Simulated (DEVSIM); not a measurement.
System: abrupt Si p-n junction, at 400 K.

| layer (left to right) | material | thickness (μm) | Nd (cm⁻³) | Na (cm⁻³) | τn (s) | τp (s) |
|---|---|---|---|---|---|---|
| 1 | Si | 26.0 | - | 1.1e19 | 1.5e-7 | 1.5e-7 |
| 2 | Si | 25.0 | 3.5e18 | - | 1.5e-7 | 1.5e-7 |

Left contact: ohmic. Right contact: ohmic. Voltage is applied to the left contact. Recombination: SRH at mid-gap. Mobility is constant in doping.

This is a model device: material constants are rounded textbook-type values typed into the input, and sizes, dopings and lifetimes were drawn at random. Values at 300 K; Nc and Nv go as T^1.5, mobilities as T to minus their exponent, the gap by Varshni's rule with the affinity fixed.

```
parameter               Si
----------------  --------
gap (eV)             1.124
affinity (eV)         4.05
permittivity          11.7
Nc (cm⁻³)          2.86e19
Nv (cm⁻³)           3.1e19
μn (cm²/Vs)           1417
μp (cm²/Vs)            470
T exponent of μn       2.3
T exponent of μp       2.2
Varshni α (eV/K)  0.000473
Varshni β (K)          636
```

Simulated with DEVSIM: 1D drift-diffusion, Boltzmann statistics, complete ionisation; no tunnelling, impact ionisation, image-force lowering or self-heating.

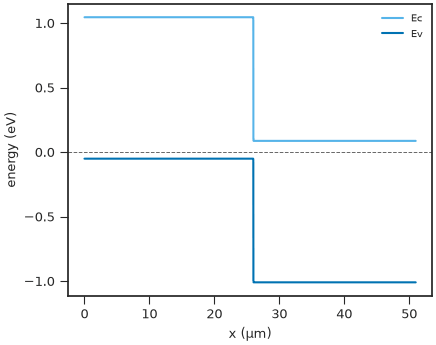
Figure. Band edges at zero bias

Energies count from the Fermi level of the right contact; mesh points crowd at the junctions.

```json
[
 {"x (μm)": "0.000", "Ec (eV)": "1.046", "Ev (eV)": "-0.051", "n (cm⁻³)": "2900000", "p (cm⁻³)": "1.1e19", "field (V/cm)": "≈ 0"},
 {"x (μm)": "0.04820", "Ec (eV)": "1.046", "Ev (eV)": "-0.051", "n (cm⁻³)": "2900000", "p (cm⁻³)": "1.1e19", "field (V/cm)": "≈ 0"},
 {"x (μm)": "0.1930", "Ec (eV)": "1.046", "Ev (eV)": "-0.051", "n (cm⁻³)": "2900000", "p (cm⁻³)": "1.1e19", "field (V/cm)": "≈ 0"},
 {"x (μm)": "0.6281", "Ec (eV)": "1.046", "Ev (eV)": "-0.051", "n (cm⁻³)": "2900000", "p (cm⁻³)": "1.1e19", "field (V/cm)": "≈ 0"},
 {"x (μm)": "2.691", "Ec (eV)": "1.046", "Ev (eV)": "-0.051", "n (cm⁻³)": "2900000", "p (cm⁻³)": "1.1e19", "field (V/cm)": "≈ 0"},
 {"x (μm)": "8.132", "Ec (eV)": "1.046", "Ev (eV)": "-0.051", "n (cm⁻³)": "2900000", "p (cm⁻³)": "1.1e19", "field (V/cm)": "≈ 0"},
 {"x (μm)": "18.96", "Ec (eV)": "1.046", "Ev (eV)": "-0.051", "n (cm⁻³)": "2900000", "p (cm⁻³)": "1.1e19", "field (V/cm)": "≈ 0"},
 {"x (μm)": "24.39", "Ec (eV)": "1.046", "Ev (eV)": "-0.051", "n (cm⁻³)": "2900000", "p (cm⁻³)": "1.1e19", "field (V/cm)": "≈ 0"},
 {"x (μm)": "25.48", "Ec (eV)": "1.046", "Ev (eV)": "-0.051", "n (cm⁻³)": "2900000", "p (cm⁻³)": "1.1e19", "field (V/cm)": "≈ 0"},
 {"x (μm)": "25.84", "Ec (eV)": "1.046", "Ev (eV)": "-0.051", "n (cm⁻³)": "2900000", "p (cm⁻³)": "1.1e19", "field (V/cm)": "≈ 0"},
 {"x (μm)": "25.96", "Ec (eV)": "1.046", "Ev (eV)": "-0.051", "n (cm⁻³)": "2900000", "p (cm⁻³)": "1.1e19", "field (V/cm)": "≈ 0"},
 {"x (μm)": "26.02", "Ec (eV)": "0.111", "Ev (eV)": "-0.986", "n (cm⁻³)": "1.8e18", "p (cm⁻³)": "1.8e7", "field (V/cm)": "-86000"},
 {"x (μm)": "26.09", "Ec (eV)": "0.087", "Ev (eV)": "-1.009", "n (cm⁻³)": "3.5e18", "p (cm⁻³)": "9200000", "field (V/cm)": "≈ 0"},
 {"x (μm)": "26.33", "Ec (eV)": "0.087", "Ev (eV)": "-1.009", "n (cm⁻³)": "3.5e18", "p (cm⁻³)": "9200000", "field (V/cm)": "≈ 0"},
 {"x (μm)": "27.51", "Ec (eV)": "0.087", "Ev (eV)": "-1.009", "n (cm⁻³)": "3.5e18", "p (cm⁻³)": "9200000", "field (V/cm)": "≈ 0"},
 {"x (μm)": "30.59", "Ec (eV)": "0.087", "Ev (eV)": "-1.009", "n (cm⁻³)": "3.5e18", "p (cm⁻³)": "9200000", "field (V/cm)": "≈ 0"},
 {"x (μm)": "39.48", "Ec (eV)": "0.087", "Ev (eV)": "-1.009", "n (cm⁻³)": "3.5e18", "p (cm⁻³)": "9200000", "field (V/cm)": "≈ 0"},
 {"x (μm)": "47.18", "Ec (eV)": "0.087", "Ev (eV)": "-1.009", "n (cm⁻³)": "3.5e18", "p (cm⁻³)": "9200000", "field (V/cm)": "≈ 0"},
 {"x (μm)": "50.10", "Ec (eV)": "0.087", "Ev (eV)": "-1.009", "n (cm⁻³)": "3.5e18", "p (cm⁻³)": "9200000", "field (V/cm)": "≈ 0"},
 {"x (μm)": "50.72", "Ec (eV)": "0.087", "Ev (eV)": "-1.009", "n (cm⁻³)": "3.5e18", "p (cm⁻³)": "9200000", "field (V/cm)": "≈ 0"},
 {"x (μm)": "50.92", "Ec (eV)": "0.087", "Ev (eV)": "-1.009", "n (cm⁻³)": "3.5e18", "p (cm⁻³)": "9200000", "field (V/cm)": "≈ 0"},
 {"x (μm)": "51.00", "Ec (eV)": "0.087", "Ev (eV)": "-1.009", "n (cm⁻³)": "3.5e18", "p (cm⁻³)": "9200000", "field (V/cm)": "≈ 0"}
]
```
